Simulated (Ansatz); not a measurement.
# Ir: stress in a strained cell

Aim: deform Ir (equal xx and yy strain of +3 %) and compute stress, forces and field gradients with LAPW, PAW and all-electron datasets made for the crystal.

Method: DFT PBEsol, scalar-relativistic, in Ansatz 0.2.0.

## 1. The starting structure

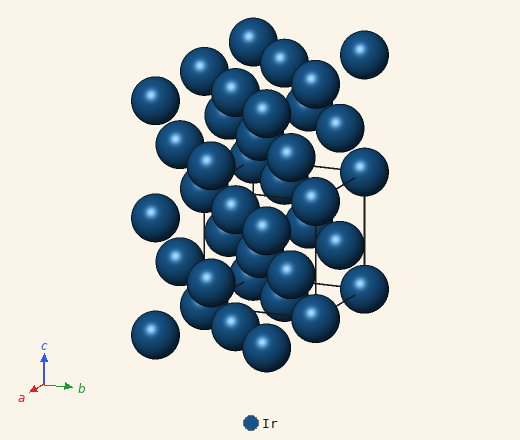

The starting structure, seen slightly off an axis (iridium blue). 2×1×2 cells are drawn. Atoms on the faces are drawn again on the opposite ones. The cell drawn here is the conventional one.

Coordinates:

```cif
data_structure
_symmetry_space_group_name_H-M 'Fm-3m'
_symmetry_Int_Tables_number 225
_cell_length_a 3.8394
_cell_length_b 3.8394
_cell_length_c 3.8394
_cell_angle_alpha 90.000
_cell_angle_beta 90.000
_cell_angle_gamma 90.000
_cell_volume 56.60
loop_
_atom_site_label
_atom_site_type_symbol
_atom_site_symmetry_multiplicity
_atom_site_Wyckoff_symbol
_atom_site_fract_x
_atom_site_fract_y
_atom_site_fract_z
_atom_site_occupancy
Ir1 Ir 4 a 0.00000 0.00000 0.00000 1
```

The file gives the conventional cell by its symmetry; the runs use the cell typed in the input.

## 2. After the deformation

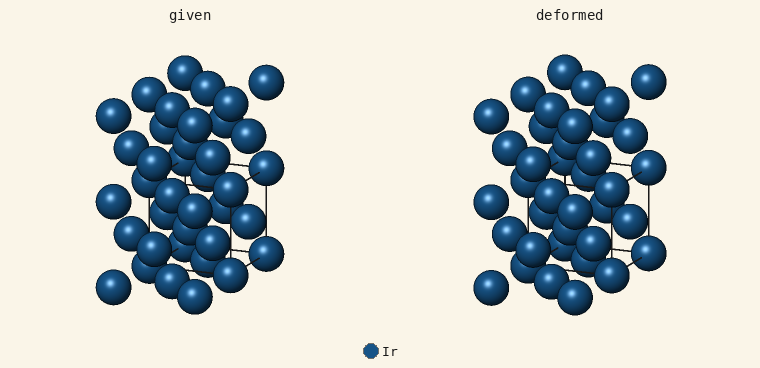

Given and deformed, at one scale.

Space group Fm-3m before, I4/mmm after.

## 3. LAPW, all electrons

The input, input.yaml:

```yaml
crystal:
  lattice:
    - [0.0, 1.977291, 1.9197]
    - [1.977291, 0.0, 1.9197]
    - [1.977291, 1.977291, 0.0]
  atoms:
    - { symbol: Ir, position: [0.0, 0.0, 0.0] }
kpoints:
  mp_grid: { grid: [15, 15, 15] }
  band_path:
    path:
      - [0.0, 0.0, 0.0]
      - [0.0, 0.5, 0.5]
      - [0.25, 0.75, 0.5]
      - [0.0, 0.5, 0.0]
      - [0.0, 0.0, 0.0]
      - [0.5, 0.5, 0.0]
      - [0.3826125, 0.6173875, 0.0]
      - [-0.3826125, 0.3826125, 0.0]
      - [0.0, 0.0, 0.0]
    npoints: 5
scf:
  occupations: { method: fermi_dirac, width: 0.05 }
hamiltonian:
  xc: pbesol
  pseudopotentials: { kind: all_electron, lapw: { basis_error: 0.0005 } }
output:
  forces: true
  stress: true
  eigenvalues: true
```

Run with:

```bash
ansatz run input.yaml --threads 1 --pin off --max-ram 3072MiB --backend cpu --events-out ev --progress --plain --runs-dir out
```

The log of the run (excerpt; [...] marks lines left out):

```text
LAPW: plane waves up to 8.777 Å⁻¹, error target 5.0e-4 eV per atom; small_component_spin mean_spin; Ir in spheres of 1.378 Å, 41 of its electrons in bands, Dirac shells []
[...]
Pseudopotentials: kind: all_electron
Pseudopotential: Ir, LAPW, valence charge 41, Koelling and Harmon's equation, gaussian nucleus
Functional definition: PBEsol
[...]
Crystal: 1 atoms, lattice volume = 15.011 Å³
Basis set: ecut = 293.49859159038294 eV, 169 PW (Γ), exchange–correlation at level 2
Bands: 25, of which v1, the nominal top of the filled ones, is band 21 counted from 1 (20 counted from 0)
Symmetry: 16 space group operations
Space group: I4/mmm (ITA 139), of the structure as read, at distance tolerance 2.5e-5 Å
k-points: 288 of 3375
[...]
SCF iter   1: F=—  HF=-484889.746769 eV  |F-HF|=—  |Δ(HF+E_count)|=         —  Δρ=1.80e-2  dr2=2.09e-2  ethr=5.06e-5  ⟨swp⟩=3.2  Hψ=46560  notcnv=0
[...]
the basis was enlarged: its passes take 1.1 MiB over the memory plan, 1 of 1 planned eigensolver slots
[...]
SCF iter   8: F=-484889.656803 eV  HF=-484889.656803 eV  |F-HF|=3.04e-8  |Δ(HF+E_count)|=   8.14e-8  Δρ=1.68e-5  dr2=4.15e-8  ethr=1.01e-9  ⟨swp⟩=2.0  Hψ=20924  notcnv=0
[...]
NSCF: frozen V_eff on 41 k-points
SCF converged after 8 iterations
Free energy (F): -484889.656803 eV
[...]
E sigma→0 (E₀):  -484889.652446 eV
Entropy (-TS):   -0.008714 eV (-8.714 meV/atom)
Fermi energy:    29.643987 eV
[...]
--- Forces (eV/Å), atoms counted from 1 ---
  atom   1  Ir     0.00000000     0.00000000    -0.00000000
[...]
--- Stress (GPa, compression-positive) ---
      -24.747923       0.000000      -0.000000
        0.000000     -24.747923      -0.000000
       -0.000000      -0.000000     -15.234659
  P = ⅓ Tr σ = -21.5768 GPa (-215.768 kbar)
--- Band table (eV; the first three rows and the last of 288) ---
  k-point 0: bands = ["-255.6314", "-255.6297", "-255.6297", "-255.5924", "-255.5854", "-63.1258", "-27.5293", "-27.4924", "-27.4907", "-27.4907", "-27.4751", "-27.4751", "-27.4697", "-19.6326", "-19.6326", "-19.6070", "19.0515", "25.9329", "25.9329", "26.2825", "28.2803", "28.7407", [...]
[...]
```

It took 43 s on 1 thread of Arm Neoverse V1, shared host; peak memory 0.54 GiB.

This run gives: pressure -21.58 GPa; no gap.

## 4. PAW on the default files

The input, input.yaml:

```yaml
crystal:
  lattice:
    - [0.0, 1.977291, 1.9197]
    - [1.977291, 0.0, 1.9197]
    - [1.977291, 1.977291, 0.0]
  atoms:
    - { symbol: Ir, position: [0.0, 0.0, 0.0] }
kpoints:
  mp_grid: { grid: [15, 15, 15] }
scf:
  occupations: { method: fermi_dirac, width: 0.05 }
hamiltonian:
  xc: pbesol
  pseudopotentials: { kind: paw }
output:
  forces: true
  stress: true
  eigenvalues: true
  efg: { contact_densities: true }
```

Run with:

```bash
ansatz run input.yaml --threads 1 --pin off --max-ram 3072MiB --backend cpu --events-out ev --progress --plain --runs-dir out
```

The log of the run (excerpt; [...] marks lines left out):

```text
Ir: output.efg is read without spin–orbit coupling, which moves field gradients at and beside such atoms by some per cent and up to a factor of two; PAW files take it under magnetization.noncollinear and magnetization.spin_orbit
[...]
Pseudopotentials: kind: paw
Pseudopotential: Ir, paw, valence charge 17, recommended cutoff 420 eV (normal)
[... 1 set-up line as earlier in the session ...]
[...]
Crystal: 1 atoms, lattice volume = 15.011 Å³
Basis set: ecut = 420 eV, 299 PW (Γ), exchange–correlation on 40×40×40 points (8 copies of the dense FFT grid, shifted against one another)
Bands: 13, of which v1, the nominal top of the filled ones, is band 9 counted from 1 (8 counted from 0)
[... 2 set-up lines as earlier in the session ...]
k-points: 288 of 3375
[...]
SCF converged after 6 iterations
Free energy (F): -11798.965452 eV
[...]
E sigma→0 (E₀):  -11798.961094 eV
Entropy (-TS):   -0.008716 eV (-8.716 meV/atom)
Fermi energy:    23.822510 eV
[...]
--- Forces (eV/Å), atoms counted from 1 ---
  atom   1  Ir     0.00000000    -0.00000000    -0.00000000
[...]
--- Stress (GPa, compression-positive) ---
      -24.731963       0.000000      -0.000000
        0.000000     -24.731963      -0.000000
       -0.000000      -0.000000     -15.217211
  P = ⅓ Tr σ = -21.5604 GPa (-215.604 kbar)
--- PAW observables at the nuclei: V_zz in 10²¹ V/m², potentials from the cell's mean, atoms counted from 1 ---
  atom   1  Ir V_zz =    -2.122330   η = 0.0000   by run symmetry: allowed
            electrostatic potential = -15796.019320 V   contact ρ = 11152074.952891 e/Å³
--- Band table (eV; the first three rows and the last of 288) ---
  k-point 0: bands = ["-68.9456", "-25.4547", "-25.4547", "-25.4285", "13.2259", "20.1093", "20.1093", "20.4589", "22.4580", "22.9189", "37.5288", "42.4028", "42.4028"]
[...]
```

Run time: 5.1 s. Hardware: 1 thread of Arm Neoverse V1, shared host; peak memory 0.37 GiB.

In short: pressure -21.56 GPa; no gap; Vzz Ir -2.12 (η = 0.00) (10²¹ V/m²).

## 5. Datasets made for this crystal

Changes to input.yaml since step 4:

```diff
@@ -13,3 +13,3 @@
   xc: pbesol
-  pseudopotentials: { kind: paw }
+  pseudopotentials: { kind: all_electron, datasets: crystal }
 output:
```

Run with:

```bash
ansatz run input.yaml --threads 1 --pin off --max-ram 3072MiB --backend cpu --events-out ev --progress --plain --runs-dir out
```

The log of the run (excerpt; [...] marks lines left out):

```text
[...]
Ir: output.efg is read without spin–orbit coupling, which moves field gradients at and beside such atoms by some per cent and up to a factor of two; PAW files take it under magnetization.noncollinear and magnetization.spin_orbit
[...]
[... 1 set-up line as earlier in the session ...]
Pseudopotential: Ir, paw, valence charge 17, recommended cutoff 260 eV (normal), Koelling and Harmon's equation, gaussian nucleus
[... 1 set-up line as earlier in the session ...]
[...]
Crystal: 1 atoms, lattice volume = 15.011 Å³
Basis set: ecut = 260 eV, 137 PW (Γ), exchange–correlation on 30×30×30 points (8 copies of the dense FFT grid, shifted against one another)
Bands: 13, of which v1, the nominal top of the filled ones, is band 9 counted from 1 (8 counted from 0)
[... 2 set-up lines as earlier in the session ...]
k-points: 288 of 3375
[...]
In the spheres:  the bands' charges fall short by 6.5e-7 e at most (sound up to 1e-3)
Fermi energy:    29.643900 eV
[...]
  The terms above E_closure are by the made datasets' own strengths, without shells solved beside the bands.
--- Forces (eV/Å), atoms counted from 1 ---
  atom   1  Ir    -0.00000000    -0.00000000    -0.00000000
[...]
--- Stress (GPa, compression-positive) ---
      -24.747493       0.000000      -0.000000
        0.000000     -24.747493      -0.000000
       -0.000000      -0.000000     -15.235257
  P = ⅓ Tr σ = -21.5767 GPa (-215.767 kbar)
--- PAW observables at the nuclei: V_zz in 10²¹ V/m², potentials from the cell's mean, atoms counted from 1 ---
  atom   1  Ir V_zz =    -2.122523   η = 0.0000   by run symmetry: allowed
            electrostatic potential = -15793.106164 V   contact ρ = 11145708.899222 e/Å³
--- Band table (eV; the first three rows and the last of 288) ---
  k-point 0: bands = ["-63.1260", "-19.6327", "-19.6327", "-19.6072", "19.0515", "25.9328", "25.9328", "26.2825", "28.2803", "28.7406", "43.3451"]
[...]
```

It took 19 s on 1 thread of Arm Neoverse V1, shared host; peak memory 0.51 GiB.

This run gives: pressure -21.58 GPa; no gap; Vzz Ir -2.12 (η = 0.00) (10²¹ V/m²).

## 6. Side by side

Stress (GPa, compression positive):

```csv
method,xx,yy,zz,yz,xz,xy
LAPW,-24.75,-24.75,-15.23,0.00,0.00,0.00
PAW,-24.73,-24.73,-15.22,0.00,0.00,0.00
crystal datasets,-24.75,-24.75,-15.24,0.00,0.00,0.00
```

| method | pressure (GPa) | Vzz Ir (10²¹ V/m²) | SCF cycles, all passes |
| --- | --- | --- | --- |
| LAPW | -21.58 | – | 8 |
| PAW | -21.56 | -2.12 | 6 |
| crystal datasets | -21.58 | -2.12 | 8 |

## 7. Summary of results

| quantity | value |
| --- | --- |
| pressure | LAPW -21.58, PAW -21.56, crystal datasets -21.58 GPa |
| largest shear or deviatoric stress (LAPW) | 6.34 GPa |

**Reading.** The largest part of the stress beyond the pressure is 6.34 GPa in size, in the zz component. No run of the undeformed cell stands beside it, so the pressure holds what the given cell had before the change. PAW: stress within 0.02 GPa of LAPW. Crystal datasets: stress within 0.01 GPa of LAPW. Spin-orbit coupling is left out, though the cell holds Ir; in elements this heavy it can shift bands and gaps by tenths of an eV.
